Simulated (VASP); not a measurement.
Band structure of Al₂Cu (sg140). All values below come from PBEsol GGA, VASP's PBE PAW potentials (set 64) (plane waves; VASP).

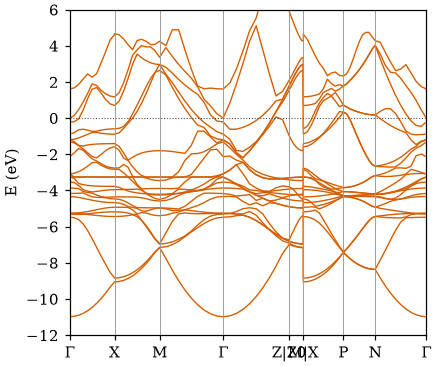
Figure. Bands along high-symmetry lines, zero at the valence-band maximum or, without a gap, the Fermi level

### Question
Read the plot: is there a gap, and where are the band edges?

### Answer
It has no gap at this level: it comes out as a metal or semimetal. (Edges off the drawn lines would not show.)

The compound is Al2Cu in the sg140 structure. It was relaxed first.
